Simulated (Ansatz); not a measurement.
## Run report: C$_{2}$H$_{6}$OS$_{3}$, phonon calculation

The run: phonon calculation of C$_{2}$H$_{6}$OS$_{3}$. Method and program: RKS PBE0-D4/def2-SVP (Ansatz 0.2.0).

It belongs to a series of runs on one base structure; here: vibrations at the highest image of the band.

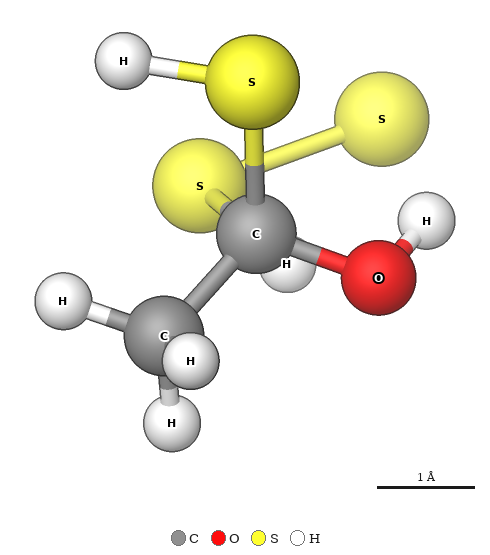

The structure (ball-and-stick view, seen at a tilt). Bond lengths as drawn: C–C 1.51 Å, C–H 1.10 Å, C–O 1.34 Å, C–S 1.84 to 1.94 Å, H–O 1.00 Å, H–S 1.35 to 1.44 Å and S–S 2.14 Å.

### Summary

| quantity | value |
| --- | --- |
| outcome | converged |
| total energy | −36694.2365 eV |
| mean-field energy | −36693.8969 eV |
| largest force (length of the vector) | 0.028 eV/Å |
| hardware | 2 threads of Arm Neoverse V1, 24 GiB of memory available, shared host |
| wall time | 3.6 min (CPU time 7 min) |
| peak memory | 0.34 GiB |

### Input file
```yaml
crystal:
  periodic: [false, false, false]
  atoms:
    - { symbol: C, position_ang: [-0.117208, -1.484568, 0.239391] }
    - { symbol: C, position_ang: [-0.154569, 0.022149, 0.287505] }
    - { symbol: O, position_ang: [0.663405, 0.512457, 1.234843] }
    - { symbol: S, position_ang: [-1.844357, 0.719556, 0.511767] }
    - { symbol: S, position_ang: [0.436908, 0.663981, -1.446112] }
    - { symbol: S, position_ang: [1.151697, 2.581171, -0.831468] }
    - { symbol: H, position_ang: [-0.739984, -1.876544, -0.576949] }
    - { symbol: H, position_ang: [-0.501389, -1.875468, 1.192381] }
    - { symbol: H, position_ang: [0.919928, -1.825687, 0.107274] }
    - { symbol: H, position_ang: [0.85518, 1.461398, 0.997604] }
    - { symbol: H, position_ang: [-2.405844, 0.095173, -0.547377] }
    - { symbol: H, position_ang: [1.813133, 0.951283, -1.135063] }
basis:
  gaussian: { orbitals: def2-SVP }
hamiltonian:
  xc: pbe0
  dispersion: d4
phonons: {}
```

Launched with:
```bash
ansatz run input.yaml --threads 2 --pin off --max-ram 3072MiB --backend cpu --events-out ev --progress --plain --runs-dir out
```

### Log
```
Engine: ansatz 0.2.0, aarch64-unknown-linux-gnu
Functional definition: PBE0
  parameter a = 0.25
  parameter kappa = 0.804
  parameter beta = 0.06672455060314922
  exchange = (1 - a)*pbe_x(kappa = kappa, mu = beta*pi^2/3) + a*exact_x
  correlation = pbe_c(beta = beta)
1333 factors; integrals over basis functions are off by at most 2.9e-4 eV
mean field evaluation 1: about -36688.3288 eV, gradient 5.0e1 eV
mean field evaluation 2: about -36680.6992 eV, gradient 7.8e1 eV
mean field evaluation 4: about -36693.8096 eV, gradient 3.8e0 eV
mean field evaluation 8: about -36693.8966 eV, gradient 3.5e-1 eV
mean field evaluation 16: about -36693.8969 eV, gradient 4.9e-5 eV
mean field -36693.89687974 eV, -1348.4758383137 hartree, gradient 4.9e-5 eV, S^2 0.000000; 0 other end points of the search recorded, 0 dependent functions left out
the calculation of the forces begins
reference -36693.89690342 eV, -1348.4758391840 hartree; 37, 37 occupied and 89, 89 virtual orbitals, 1333 factors
these checks for a lower state are left out or cut short: stability, starts, cluster_reference, orbital_swaps, neighbouring_geometries, increment
1333 factors; integrals over basis functions are off by at most 2.8e-4 eV
mean field -36693.89665642 eV, -1348.4758301068 hartree, gradient 2.9e-6 eV, S^2 0.000000; 0 other end points of the search recorded, 0 dependent functions left out
[... from here on the field's lines of each further geometry are left out, up to the last ...]
the calculation of the forces begins
reference -36693.89687872 eV, -1348.4758382763 hartree; 37, 37 occupied and 89, 89 virtual orbitals, 1333 factors
these checks for a lower state are left out or cut short: stability, starts, cluster_reference, orbital_swaps, neighbouring_geometries, increment
1333 factors; integrals over basis functions are off by at most 2.9e-4 eV
mean field evaluation 448: about -36693.8969 eV, gradient 3.8e-5 eV
mean field -36693.89689470 eV, -1348.4758388636 hartree, gradient 1.9e-6 eV, S^2 0.000000; 0 other end points of the search recorded, 0 dependent functions left out
the calculation of the forces begins
reference -36693.89691838 eV, -1348.4758397339 hartree; 37, 37 occupied and 89, 89 virtual orbitals, 1333 factors
WARN: phonons: modes at or below zero, which the zero-point energy, F, S and C_V leave out: 1, the lowest at -1040.30 cm⁻¹. A minimum has none, and a first-order saddle one
Total energy: -36694.23648225 eV, -1348.4883184760 hartree
Atom 0 at    -0.117208    -1.484568     0.239391 Å, force    -0.014834     0.016279     0.002422 eV/Å
Atom 1 at    -0.154569     0.022149     0.287505 Å, force     0.012710    -0.023556    -0.007871 eV/Å
Atom 2 at     0.663405     0.512457     1.234843 Å, force    -0.014559     0.009804    -0.015156 eV/Å
Atom 3 at    -1.844357     0.719556     0.511767 Å, force    -0.003223     0.000212     0.001969 eV/Å
Atom 4 at     0.436908     0.663981    -1.446112 Å, force    -0.004473     0.007359     0.012873 eV/Å
Atom 5 at     1.151697     2.581171    -0.831468 Å, force     0.002582    -0.006139    -0.001194 eV/Å
Atom 6 at    -0.739984    -1.876544    -0.576949 Å, force     0.004534    -0.006416    -0.000601 eV/Å
Atom 7 at    -0.501389    -1.875468     1.192381 Å, force    -0.003181    -0.001872     0.004118 eV/Å
Atom 8 at     0.919928    -1.825687     0.107274 Å, force     0.011845     0.000403    -0.001989 eV/Å
Atom 9 at     0.855180     1.461398     0.997604 Å, force     0.012295     0.001807     0.012443 eV/Å
Atom 10 at    -2.405844     0.095173    -0.547377 Å, force    -0.002401     0.001631    -0.002070 eV/Å
Atom 11 at     1.813133     0.951283    -1.135063 Å, force    -0.001295     0.000489    -0.004944 eV/Å
Dipole moment:    -0.119217    -0.699976    -0.194669 e Å
Vibrations: -1040.30 77.32 185.67 222.16 239.43 252.28 279.61 337.83 378.93 426.97 485.15 523.40 606.88 668.07 744.84 900.26 988.84 1055.34 1108.60 1310.10 1378.68 1434.58 1447.91 1455.78 2143.71 2707.37 3069.80 3179.09 3181.46 3270.80 cm⁻¹, zero-point energy 2.111504 eV
```

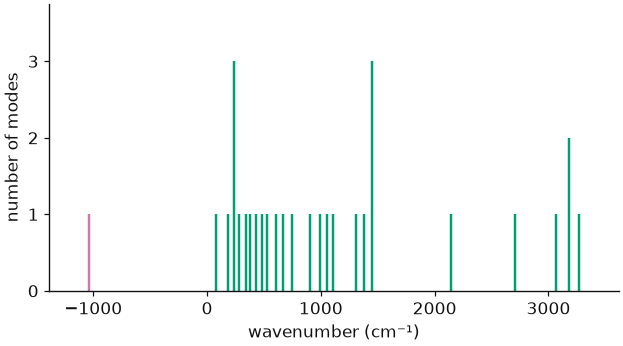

Harmonic vibrational wavenumbers from the force constants; neighbouring modes closer than 20 cm⁻¹ are counted in one stick, and imaginary ones are drawn at negative wavenumbers. 30 modes from 1040i to 3271 cm⁻¹, 1 imaginary beyond 8i (1040i cm⁻¹): a first-order saddle point, if the geometry is stationary.
